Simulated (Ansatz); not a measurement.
# AsH3 (SMILES [H][As]([H])[H]): BLYP/STO-3G

What is the energy change on altering one bond length of AsH3 at BLYP/STO-3G? 

Program for the calculation: Ansatz 0.2.0.

32 further runs of the same task are left out: 2 that didn't finish, 30 set aside as unsound or not needed.

### Step 1. Starting point

The species is AsH3 (4 atoms), meant as a singlet with charge 0. As SMILES, `[H][As]([H])[H]`. The shape comes from GFN2-xTB, which is rough for such elements, and wasn't checked as a minimum.

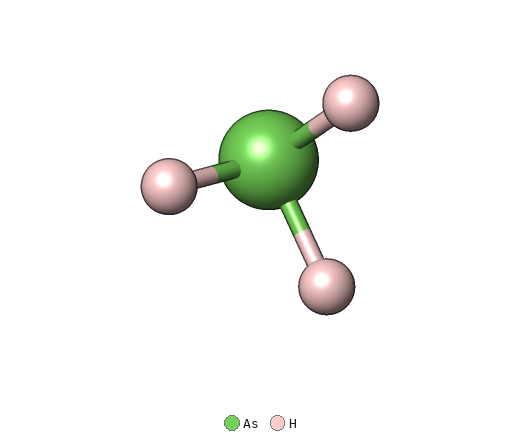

The structure, seen from a chosen angle (arsenic green, hydrogen pink).

### Step 2. The energy at BLYP/STO-3G

input.yaml reads:

```yaml
crystal:
  periodic: [false, false, false]
  atoms:
    - {symbol: As, position_ang: [-0.004370, 0.005540, 0.655970]}
    - {symbol: H, position_ang: [1.216520, -0.029700, -0.207950]}
    - {symbol: H, position_ang: [-0.582780, 1.061080, -0.232340]}
    - {symbol: H, position_ang: [-0.629370, -1.036930, -0.215680]}
basis:
  gaussian:
    orbitals: STO-3G
hamiltonian:
  xc: {name: BLYP}
accuracy: high
```

The run is started by

```bash
$ ansatz run input.yaml --threads 1 --pin off --max-ram 2610MiB --events-out events.jsonl --progress --plain --runs-dir runs
```

The log of the run:

```text
Warning: RAYON_NUM_THREADS=1 ignored (pool sized by the plan → 1); use --threads N
Functional definition: BLYP
  name "BLYP"
  parameter beta = 0.0042
  parameter a = 0.04918
  parameter b = 0.132
  parameter c = 0.2533
  parameter d = 0.349
  exchange = b88_x(beta = beta)
  correlation = lyp_c(a = a, b = b, c = c, d = d)
262 factors; integrals over basis functions are off by at most 5.9e-9 eV
mean field evaluation 1: about -60198.4068 eV, gradient 7.7e0 eV
mean field evaluation 2: about -60198.4903 eV, gradient 5.4e0 eV
mean field evaluation 4: about -60198.6089 eV, gradient 1.6e-2 eV
mean field evaluation 8: about -60198.5768 eV, gradient 1.9e-4 eV
mean field -60198.57681493 eV, -2212.2568938879 hartree, gradient 5.8e-8 eV, S^2 0.000000; 0 other end points of the search recorded, 0 dependent functions left out
reference -60198.57684612 eV, -2212.2568950339 hartree; 18, 18 occupied and 3, 3 virtual orbitals, 262 factors
Total energy: -60198.57684612 eV, -2212.2568950339 hartree
```

Wall time 0.78 s (1 thread of Arm Neoverse V1, shared host).

### Step 3. The distorted shape at the same level

run.yaml reads:

```yaml
crystal:
  periodic: [false, false, false]
  atoms:
    - {symbol: As, position_ang: [-0.309621, 0.014351, 0.871970]}
    - {symbol: H, position_ang: [1.216520, -0.029700, -0.207950]}
    - {symbol: H, position_ang: [-0.888031, 1.069891, -0.016340]}
    - {symbol: H, position_ang: [-0.934621, -1.028119, 0.000320]}
basis:
  gaussian: {orbitals: STO-3G}
hamiltonian: {xc: {name: BLYP}}
accuracy: high
```

The run is started by

```bash
$ ansatz run run.yaml --threads 1 --pin off --max-ram 2610MiB --events-out events.jsonl --progress --plain --runs-dir runs
```

The log of the run, cut to the lines that bear on the results:

```text
Warning: RAYON_NUM_THREADS=1 ignored (pool sized by the plan → 1); use --threads N
[... 9 set-up lines as earlier in the session ...]
259 factors; integrals over basis functions are off by at most 6.6e-9 eV
mean field evaluation 1: about -60197.2699 eV, gradient 9.1e0 eV
mean field evaluation 2: about -60196.9012 eV, gradient 1.2e1 eV
mean field evaluation 4: about -60197.6091 eV, gradient 2.9e-1 eV
mean field evaluation 8: about -60197.5662 eV, gradient 2.3e-3 eV
mean field -60197.56619288 eV, -2212.2197542126 hartree, gradient 1.3e-8 eV, S^2 0.000000; 0 other end points of the search recorded, 0 dependent functions left out
reference -60197.56622497 eV, -2212.2197553916 hartree; 18, 18 occupied and 3, 3 virtual orbitals, 259 factors
Total energy: -60197.56622497 eV, -2212.2197553916 hartree
```

Run time: 0.8 s. Hardware: 1 thread of Arm Neoverse V1, shared host.

### Step 4. Results

Level: BLYP/STO-3G.

| quantity | value |
| --- | --- |
| first shape: total energy | -2212.25690 Eh |
| distorted shape: total energy | -2212.21976 Eh |
| energy change with the As1–H2 bond stretched from 1.496 to 1.870 Å | 1.011 eV |

In words: With the As1–H2 bond stretched from 1.496 to 1.870 Å the energy rises by 1.01 eV (98 kJ/mol). The first shape isn't relaxed at this level, so the change isn't measured from a minimum. The minimal basis adds a large error of its own.
